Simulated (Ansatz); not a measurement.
# CH₅BGeO: a short trajectory

What does CH₅BGeO do in its first 50 fs with a Langevin thermostat, with the temperature set to 700 K?

Method: BLYP/def2-SVP; program: Ansatz 0.2.0, Gaussian basis.

### Step 1. The geometry

The structure was relaxed beforehand with PBE0-D4 in a triple-zeta def2 set.

SMILES `O=C[BH][GeH3]`, 9 atoms, charge 0, spin multiplicity 1.

Atoms are counted from 1 here; the program's logs count them from 0.

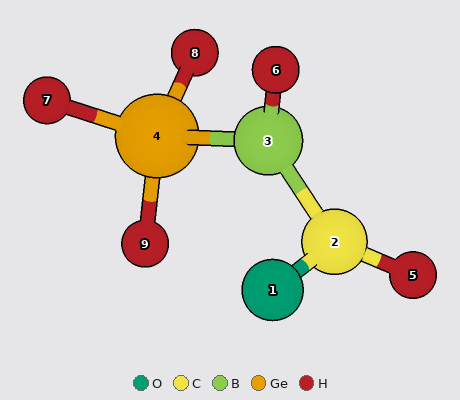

The structure; oxygen teal, carbon yellow, boron green, germanium amber, hydrogen red; atoms are numbered from 1 in the order of the file.

### Step 2. Dynamics

The input, in.yaml:

```yaml
crystal:
  periodic: [false, false, false]
  atoms:
    - {symbol: O, position_ang: [0.029204, 2.199297, 0.167680]}
    - {symbol: C, position_ang: [-0.939754, 1.459839, 0.079667]}
    - {symbol: B, position_ang: [-0.352417, 0.191185, 0.714844]}
    - {symbol: Ge, position_ang: [0.719194, -1.157724, -0.413556]}
    - {symbol: H, position_ang: [-1.891284, 1.796754, -0.367528]}
    - {symbol: H, position_ang: [-0.418678, 0.093658, 1.903055]}
    - {symbol: H, position_ang: [2.094873, -1.452033, 0.205880]}
    - {symbol: H, position_ang: [-0.070322, -2.482634, -0.440937]}
    - {symbol: H, position_ang: [0.917684, -0.694644, -1.866206]}
basis:
  gaussian: {orbitals: def2-SVP}
hamiltonian: {xc: {name: BLYP}}
md: {timestep: 1 fs, n_steps: 50, ensemble: nvt_langevin, temperature: 700, initial_velocities: maxwell_boltzmann, friction: 0.01, seed: 337}
```

Launch:

```sh
$ ansatz run in.yaml --threads 2 --pin off --events-out ev --progress --plain --max-ram 4352MiB
```

The log of the run, shortened:

```text
Functional definition: BLYP
  name "BLYP"
  cite "Becke, Phys. Rev. A 38, 3098 (1988) doi:10.1103/PhysRevA.38.3098"
  cite "Lee, Yang & Parr, Phys. Rev. B 37, 785 (1988) doi:10.1103/PhysRevB.37.785"
[...]
1096 factors; their error is unknown
[...]
mean field -60348.46846652 eV, -2217.7653104836 hartree, gradient 2.9e-5 eV, S^2 0.000000; 0 other end points of the search recorded, 0 dependent functions left out
[...]
reference -60348.46880144 eV, -2217.7653227918 hartree; 28, 28 occupied and 71, 71 virtual orbitals, 1096 factors
md step     0: t =     0.00 fs  T =   622.2 K  F+E_penalty+E_count = -60348.46846652 eV  E_kin = 0.723856 eV  (29 SCF iters)
[...]
md step    12: t =    12.00 fs  T =   297.8 K  F+E_penalty+E_count = -60348.05742234 eV  E_kin = 0.346477 eV  (30 SCF iters)
[...]
md step    24: t =    24.00 fs  T =   524.2 K  F+E_penalty+E_count = -60348.25967345 eV  E_kin = 0.609833 eV  (31 SCF iters)
[...]
md step    36: t =    36.00 fs  T =   441.0 K  F+E_penalty+E_count = -60348.02233497 eV  E_kin = 0.512997 eV  (30 SCF iters)
[...]
md step    48: t =    48.00 fs  T =   596.0 K  F+E_penalty+E_count = -60348.12314139 eV  E_kin = 0.693341 eV  (31 SCF iters)
[...]
md step    49: t =    49.00 fs  T =   614.8 K  F+E_penalty+E_count = -60348.11382088 eV  E_kin = 0.715239 eV  (31 SCF iters)
[...]
md step    50: t =    50.00 fs  T =   547.8 K  F+E_penalty+E_count = -60348.02699126 eV  E_kin = 0.637224 eV  (30 SCF iters)
Total energy: -60348.02733504 eV, -2217.7490992006 hartree
Atom 0 at    -0.040649     2.310636    -0.125639 Å, force    -0.767879    -0.177799     0.686148 eV/Å
Atom 1 at    -1.055544     1.706267     0.279738 Å, force     0.308573    -0.585308    -1.111615 eV/Å
Atom 2 at    -0.443077     0.278065     0.770973 Å, force    -0.114353     1.646797     0.759761 eV/Å
Atom 3 at     0.732544    -1.083627    -0.356379 Å, force    -0.612112    -0.417055     2.014422 eV/Å
Atom 4 at    -2.111710     2.212124     0.237555 Å, force     0.977220    -0.516383     0.241103 eV/Å
Atom 5 at    -0.368024     0.365408     2.027347 Å, force     0.113134    -0.441642    -0.727884 eV/Å
Atom 6 at     1.961605    -1.574023     0.614087 Å, force    -0.952574     0.023471    -0.713079 eV/Å
Atom 7 at    -0.328675    -2.169127    -0.795691 Å, force     0.557837    -0.087832     0.058284 eV/Å
Atom 8 at     1.348294    -0.426521    -1.525522 Å, force     0.490153     0.555751    -1.207140 eV/Å
Dipole moment:    -0.327208    -0.125673     0.038503 e Å
```

Wall time 82 s (2 threads of Arm Neoverse V1, shared host).

### Step 3. Frames and traces

One row in 4; energies are counted from the first frame:

```
time (fs)  T (K)  potential (meV)  Ge4–H9 (Å)
      0.0    622              0.0       1.538
      4.0    284            341.9       1.411
      8.0    371            282.5       1.618
     12.0    298            411.0       1.735
     16.0    563            109.0       1.578
     20.0    334            380.3       1.424
     24.0    524            208.8       1.592
     28.0    344            514.2       1.693
     32.0    410            438.6       1.558
     36.0    441            446.1       1.442
     40.0    653            294.8       1.593
     44.0    290            641.1       1.683
     48.0    596            345.3       1.557
```

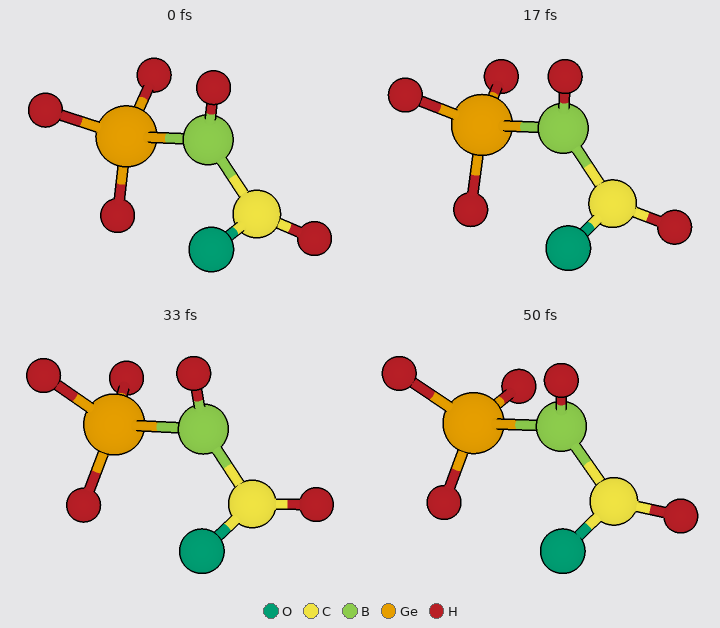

Four frames; sticks are those of the first frame.

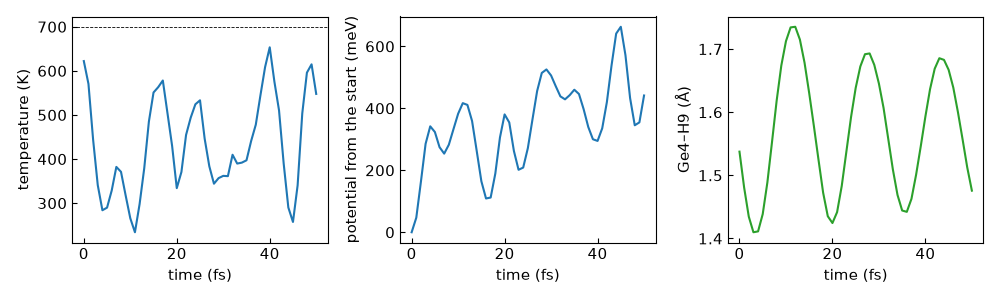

Temperature (the set value dashed), potential energy and the bond that swings most.

Positions (Å) and forces (eV/Å) at 50.0 fs:

```xyz
9

O    -0.041    2.311   -0.126   -0.768   -0.178    0.686
C    -1.056    1.706    0.280    0.309   -0.585   -1.112
B    -0.443    0.278    0.771   -0.114    1.647    0.760
Ge    0.733   -1.084   -0.356   -0.612   -0.417    2.014
H    -2.112    2.212    0.238    0.977   -0.516    0.241
H    -0.368    0.365    2.027    0.113   -0.442   -0.728
H     1.962   -1.574    0.614   -0.953    0.023   -0.713
H    -0.329   -2.169   -0.796    0.558   -0.088    0.058
H     1.348   -0.427   -1.526    0.490    0.556   -1.207
```

### Step 4. What came out

```
                         quantity                          value
                           length             50 steps of 1.0 fs
temperature, first and last frame                     622, 548 K
         temperature, second half  mean 451 K, from 257 to 653 K
           swing of the potential                        663 meV
                  range of Ge4–H9               1.410 to 1.735 Å
```

What this shows: From 622 K at the start the temperature swings between 234 and 653 K: with 9 atoms it has no steady value yet; starting near a minimum, about half of the kinetic energy flows into the potential. The first value differs from the one set because the log counts other degrees of freedom than the draw of velocities did. Ge4–H9 swings most, by 0.33 Å; no bond breaks. A run of 50 fs gives no averages.
